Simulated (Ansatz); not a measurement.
C3H10BFSi: several calculations on one system

Part 1: Relaxation

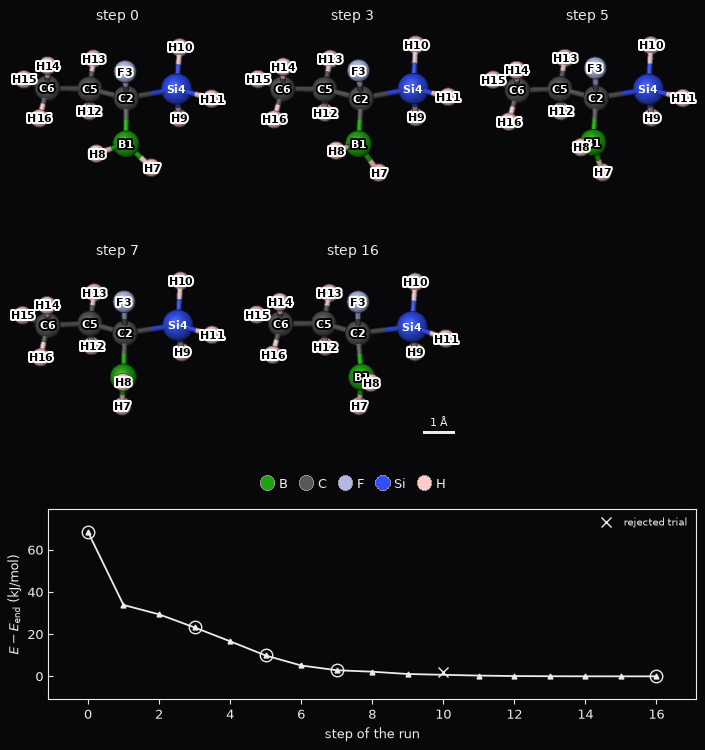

Frames of a relaxation of C3H10BFSi, marked on the history of the run. A ball-and-stick model, seen from a free direction.

The run prepares an end point of a later path (torsion) calculation, from a guessed geometry.

Method: Ansatz 0.2.0, RKS B3LYP-D4/def2-SVP. (no spin polarisation; force threshold 0.015 eV/Å; at most 40 steps)

**Describe the path.**

Over 15 accepted moves (16 points after the start) the energy falls by 68.5 kJ/mol. The largest force component goes from 2.5 to 0.012 eV/Å. The line search rejected the trial step at point 10 of the run. H8 moves most after the best rigid fit: 1.38 Å. By element the largest moves are H 1.38 Å, F 0.18 Å, Si 0.17 Å, C 0.11 Å, B 0.10 Å. Near-neighbour distances that change, for instance: Si4–H10 1.413 → 1.488 Å, B1–H7 1.142 → 1.207 Å, Si4–H9 1.425 → 1.490 Å, Si4–H11 1.536 → 1.489 Å. Bond angles that change, for instance: B1–C2–Si4 108.6° → 101.0°, B1–C2–C5 112.5° → 119.7°, C2–B1–H7 125.3° → 118.2°. Groups turn about B1–C2 by about 75°. The run took 89 s on 2 threads of Arm Neoverse V2, with other jobs on the host, peak memory 0.39 GiB. From step 0 to 3: H7 moves most (0.40 Å), energy −45.3 kJ/mol. From step 3 to 5: H atoms move most (0.40 Å), energy −13.3 kJ/mol. From step 5 to 7: H8 moves most (0.40 Å), energy −6.99 kJ/mol. From step 7 to 16: H8 moves most (0.40 Å), energy −2.90 kJ/mol.

```csv
step,"E − E(0), kJ/mol","largest force component, eV/Å",note
0,0.00,2.4847,
1,-34.68,0.7312,
2,-39.13,0.8385,
3,-45.35,0.6078,
4,-51.91,0.4804,
5,-58.65,0.3289,
6,-63.39,0.3656,
7,-65.64,0.2134,
8,-66.34,0.5101,
9,-67.43,0.2985,
10,-66.64,0.7444,rejected
11,-68.19,0.0867,
12,-68.41,0.0857,
13,-68.49,0.0228,
14,-68.52,0.0168,
15,-68.54,0.0218,
16,-68.55,0.0123,
```

Part 2: Relaxation

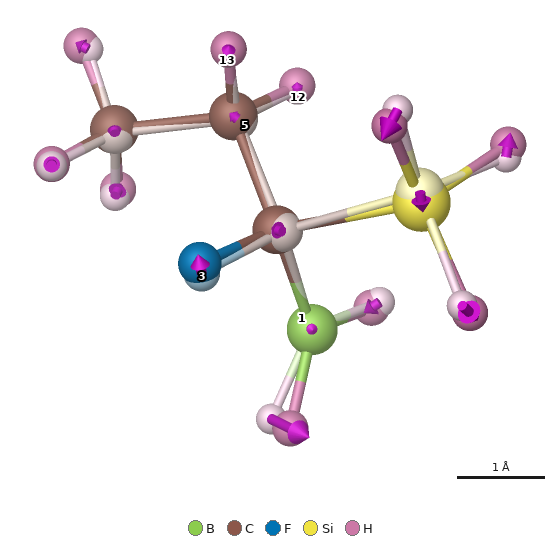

A relaxation of C3H10BFSi. The starting structure is drawn faded, the final one solid; purple arrows show the displacements, 2 times their true length. The two geometries are superimposed by the best rigid fit.

Style: ball-and-stick. Shown at a tilt.

The run prepares an end point of a later path (torsion) calculation, from a guessed geometry.

Method: RKS B3LYP-D4/def2-SVP (Ansatz).

Input file:
```yaml
crystal:
  periodic: [false, false, false]
  atoms:
    - { symbol: B, position_ang: [-1.5629, -0.7397, 0.0748] }
    - { symbol: C, position_ang: [-0.1756, -0.1654, 0.5213] }
    - { symbol: F, position_ang: [0.62407, -1.20717, 0.94738] }
    - { symbol: Si, position_ang: [0.65488, 0.66647, -0.98526] }
    - { symbol: C, position_ang: [-0.30896, 0.91228, 1.63687] }
    - { symbol: C, position_ang: [-0.73887, 0.31519, 2.99798] }
    - { symbol: H, position_ang: [-1.8636, -1.841, 0.1115] }
    - { symbol: H, position_ang: [-2.4039, 0.0885, -0.2857] }
    - { symbol: H, position_ang: [-0.21223, 1.68126, -1.48458] }
    - { symbol: H, position_ang: [1.95101, 1.13009, -0.66632] }
    - { symbol: H, position_ang: [0.75239, -0.42265, -2.06403] }
    - { symbol: H, position_ang: [-0.98491, 1.69509, 1.3326] }
    - { symbol: H, position_ang: [0.65611, 1.34642, 1.8202] }
    - { symbol: H, position_ang: [-0.05058, -0.51568, 3.31579] }
    - { symbol: H, position_ang: [-0.73845, 1.12454, 3.73293] }
    - { symbol: H, position_ang: [-1.74655, -0.1038, 2.94236] }
basis:
  gaussian: { orbitals: def2-SVP }
hamiltonian:
  xc: b3lyp
  dispersion: d4
relax:
  f_tol: 0.015
  max_steps: 40
```

Run as
```bash
ansatz run input.yaml --threads 2 --pin off --max-ram 3072MiB --backend cpu --events-out ev --progress --plain --runs-dir out
```

What did the optimiser do to the structure, and how much energy did it gain?

Answer. The energy falls by 8.93 kcal/mol in 13 geometry steps. The largest force component goes from 2.6 to 0.0089 eV/Å. The atom that moves furthest after the best rigid fit is H7 (0.41 Å). Largest moves by element: H 0.41 Å, Si 0.13 Å, F 0.13 Å, C 0.10 Å, B 0.04 Å. Near-neighbour distances that change, for instance: Si4–H10 1.413 → 1.488 Å, Si4–H9 1.425 → 1.490 Å, B1–H7 1.142 → 1.203 Å, Si4–H11 1.536 → 1.489 Å. Among the angles between lasting bonds that change: B1–C2–Si4 108.6° → 101.0°, B1–C2–C5 112.5° → 119.7°, C2–Si4–H10 111.3° → 105.1°.

Part 3: Path

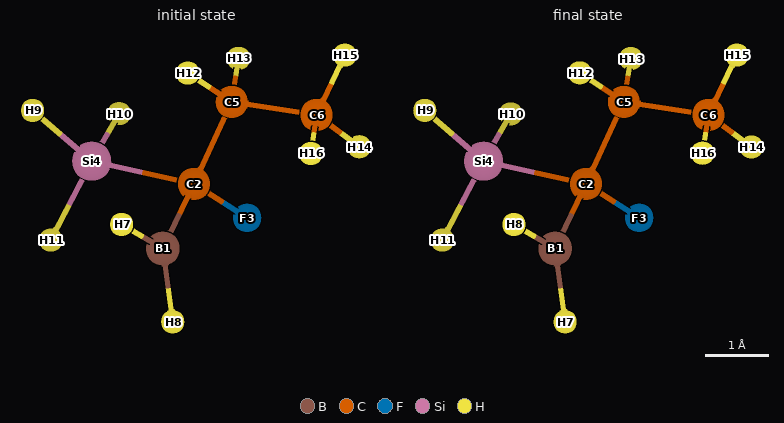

The two relaxed end points of a path for C3H10BFSi. Style: ball-and-stick. Shown at a tilt.

Theory: RKS B3LYP-D4/def2-SVP in Ansatz.

Run with 7 movable images; climbing image; force threshold 0.03 eV/Å; iteration limit 50.

Start:
```xyz
16

B    -1.5810   -0.6888    0.1670
C    -0.2091   -0.0682    0.4637
F    -0.2269    0.8544    1.5400
Si    0.7376   -1.6020    1.2276
C     0.6167    0.5318   -0.6793
C    -0.0034    1.8225   -1.2201
H    -1.6829   -1.4194   -0.7885
H    -2.5044   -0.5504    0.9265
H     1.0863   -2.5940    0.1721
H     1.9747   -1.0325    1.8272
H    -0.0803   -2.2575    2.2849
H     0.6991   -0.2198   -1.4819
H     1.6428    0.7381   -0.3275
H    -0.1351    2.5531   -0.4082
H     0.6363    2.2785   -1.9916
H    -0.9930    1.6312   -1.6676
```

End:
```xyz
16

B    -1.5807   -0.6851    0.1693
C    -0.2077   -0.0669    0.4662
F    -0.2236    0.8559    1.5418
Si    0.7374   -1.6033    1.2261
C     0.6179    0.5329   -0.6774
C    -0.0051    1.8203   -1.2226
H    -2.5034   -0.5443    0.9287
H    -1.6847   -1.4158   -0.7861
H     1.0857   -2.5919    0.1676
H     1.9748   -1.0379    1.8292
H    -0.0807   -2.2633    2.2806
H     0.7050   -0.2202   -1.4780
H     1.6420    0.7432   -0.3226
H    -0.1417    2.5520   -0.4125
H     0.6347    2.2772   -1.9935
H    -0.9927    1.6244   -1.6726
```

Q: What barrier does the band find between them, and by what path?

A: The barrier is about 0.36 eV in both directions, with image 4 at the top; the ends have the same energy. The motion is a rotation about the B1–C2 bond by about 180°. No bond forms or breaks between the ends. Among the angles between lasting bonds that change up to the highest image: B1–C2–F3 113.5° → 93.8°, B1–C2–Si4 101.0° → 114.1°. The band converged in 15 iterations. The largest component of the band force went from 62 to 0.021 eV/Å. The climbing image converged on the top of the path. Its vibrational analysis gives one imaginary mode (195i cm⁻¹), as a transition state must have.

Energies of the converged images:

```
image  path (Å)  E (eV)
    0      0.00   0.000
    1      0.61   0.038
    2      1.23   0.151
    3      1.84   0.297
    4      2.45   0.356
    5      3.12   0.348
    6      3.78   0.252
    7      4.45   0.063
    8      5.11   0.000
```

The geometry at the top of the path:

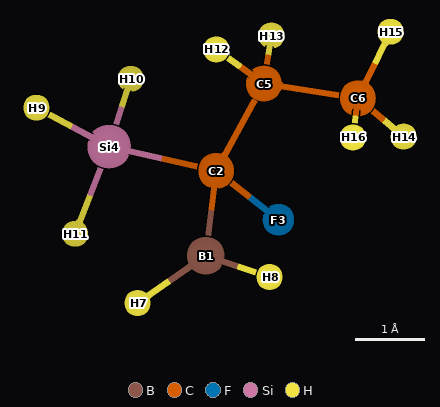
